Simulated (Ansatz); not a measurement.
# SiHClF2 (SMILES F[SiH](F)Cl): B2PLYP/6-311+G(d,p)

Aim: the electronic atomisation energy of SiHClF2 at B2PLYP/6-311+G**, from 5 runs. 

The calculation is run with Ansatz 0.2.0.

44 further runs of the same task are left out: 44 set aside as unsound or not needed. Runs told in other sessions of the task aren't counted.

**1. The molecule**

The species is SiHClF2 (5 atoms), meant as a singlet with charge 0. As SMILES, `F[SiH](F)Cl`. The shape is that of a PBE0-D4/def2-TZVP optimisation.

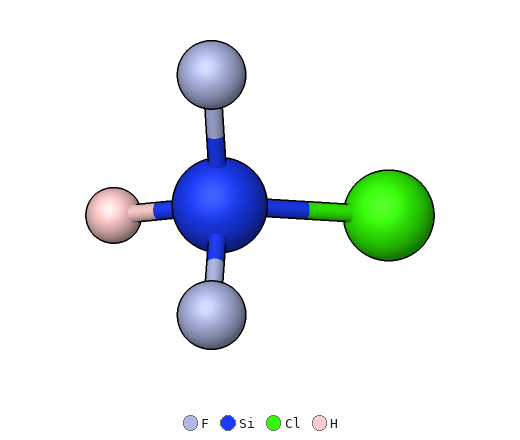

Viewed from a chosen angle; fluorine light blue, silicon blue, chlorine green, hydrogen pink.

**2. A single-point energy at B2PLYP/6-311+G(d,p)**

run.yaml reads:

```yaml
crystal:
  periodic: [false, false, false]
  atoms:
    - symbol: F
      position_ang: [-0.339600, -0.621400, 1.420100]
    - symbol: Si
      position_ang: [0.095900, -0.000200, 0.037800]
    - symbol: F
      position_ang: [-0.033500, 1.566800, 0.156500]
    - symbol: Cl
      position_ang: [-1.157500, -0.656000, -1.401500]
    - symbol: H
      position_ang: [1.484600, -0.363000, -0.254200]
basis:
  gaussian:
    orbitals: 6-311+G_st__st_-spherical.json
magnetization:
  spin_polarized: false
hamiltonian:
  xc: {name: B2PLYP}
correlation:
  frozen_orbitals: {Cl: 5, F: 1, H: 0, Si: 5}
accuracy: high
output:
  orbitals: {seedname: orbitals}
```

The basis set 6-311+G** is read from a file made from the Basis Set Exchange's data (not shown).

Started as:

```sh
$ ansatz run run.yaml --threads 1 --pin off --max-ram 3480MiB --events-out events.jsonl --progress --plain --runs-dir runs
```

The log of the run:

```text
Warning: RAYON_NUM_THREADS=1 ignored (pool sized by the plan → 1); use --threads N
Functional definition: B2PLYP
  name "B2PLYP"
  parameter a = 0.53
  parameter c = 0.27
  exchange = (1 - a)*b88_x + a*exact_x
  correlation = (1 - c)*lyp_c + c*(mp2_os + mp2_ss)
1916 factors; integrals over basis functions are off by at most 4.4e-9 eV
mean field evaluation 1: about -25838.0085 eV, gradient 4.2e1 eV
mean field evaluation 2: about -25838.0453 eV, gradient 4.2e1 eV
mean field evaluation 4: about -25840.5122 eV, gradient 1.6e0 eV
mean field evaluation 8: about -25840.5221 eV, gradient 2.4e-2 eV
mean field evaluation 16: about -25840.5221 eV, gradient 3.4e-6 eV
mean field -25840.52214048 eV, -949.6216733276 hartree, gradient 4.3e-8 eV, S^2 0.000000; 0 other end points of the search recorded, 0 dependent functions left out
12 core orbitals not correlated: weight in the atoms' cores, before any rotation towards them, 1.000 or more for the frozen orbitals, at most 0.000 for the correlated occupied ones
reference -25840.52216808 eV, -949.6216743419 hartree; 13, 13 occupied and 85, 85 virtual orbitals, 1916 factors
second order -21.10538483 eV of doubles, -0.00000000 eV of singles
Total energy: -25846.22062198 eV, -949.8310886603 hartree
```

Run time: 14 s. Hardware: 1 thread of Arm Neoverse V1, shared host; peak memory 0.32 GiB.

**3. The Cl atom**

molecule.yaml reads:

```yaml
crystal:
  periodic: [false, false, false]
  atoms:
    - {symbol: Cl, position_ang: [0.000000, 0.000000, 0.000000]}
basis:
  gaussian:
    orbitals: 6-311+G_st__st_-spherical.json
magnetization:
  spin_polarized: true
  initial_magnetization: 1
hamiltonian:
  xc: {name: B2PLYP}
correlation:
  frozen_orbitals: {Cl: 5}
accuracy: high
```

The basis set 6-311+G** is read from a file made from the Basis Set Exchange's data (not shown).

Run the same way, it converges to -460.00560 Eh (log not shown).

**4. The F atom at the same level**

input.yaml reads:

```yaml
crystal:
  periodic: [false, false, false]
  atoms:
    - symbol: F
      position_ang: [0.000000, 0.000000, 0.000000]
basis:
  gaussian: {orbitals: 6-311+G_st__st_.json}
magnetization: {spin_polarized: true, initial_magnetization: 1}
hamiltonian: {xc: {name: B2PLYP}}
correlation: {frozen_orbitals: {F: 1}}
accuracy: high
```

The basis set 6-311+G** is read from a file made from the Basis Set Exchange's data (not shown).

Run the same way, it converges to -99.69676 Eh (log not shown).

**5. The H atom**

job.yaml reads:

```yaml
crystal:
  periodic: [false, false, false]
  atoms:
    - {symbol: H, position_ang: [0.000000, 0.000000, 0.000000]}
basis:
  gaussian:
    orbitals: 6-311+G_st__st_.json
magnetization:
  spin_polarized: true
  initial_magnetization: 1
hamiltonian:
  xc: {name: B2PLYP}
correlation:
  frozen_orbitals: {H: 0}
accuracy: high
```

The basis set 6-311+G** is read from a file made from the Basis Set Exchange's data (not shown).

Run the same way, it converges to -0.49861 Eh (log not shown).

**6. The Si atom, same level**

input.yaml reads:

```yaml
crystal:
  periodic: [false, false, false]
  atoms:
    - {symbol: Si, position_ang: [0.000000, 0.000000, 0.000000]}
basis:
  gaussian:
    orbitals: 6-311+G_st__st_-spherical.json
magnetization:
  spin_polarized: true
  initial_magnetization: 2
hamiltonian:
  xc: {name: B2PLYP}
correlation:
  frozen_orbitals: {Si: 5}
accuracy: high
```

The basis set 6-311+G** is read from a file made from the Basis Set Exchange's data (not shown).

Run the same way, it converges to -289.24924 Eh (log not shown).

**7. Outcome**

Level: B2PLYP/6-311+G**, 12 core orbitals frozen.

| quantity | value |
| --- | --- |
| molecule: total energy | -949.83109 Eh |
| molecule: HOMO energy (SCF part's orbitals) | -11.38 eV |
| molecule: LUMO energy (SCF part's orbitals) | 0.74 eV |
| molecule: HOMO–LUMO gap (SCF part's orbitals) | 12.12 eV |
| Cl atom: total energy | -460.00560 Eh |
| Cl atom: ⟨S²⟩ | 0.753 |
| F atom: total energy | -99.69676 Eh |
| F atom: ⟨S²⟩ | 0.752 |
| H atom: total energy | -0.49861 Eh |
| H atom: ⟨S²⟩ | 0.750 |
| Si atom: total energy | -289.24924 Eh |
| Si atom: ⟨S²⟩ | 2.003 |
| electronic atomisation energy | 18.616 eV |

In words: Taking the molecule apart into free atoms costs 18.62 eV (429 kcal/mol), before zero-point energy and without spin-orbit coupling.
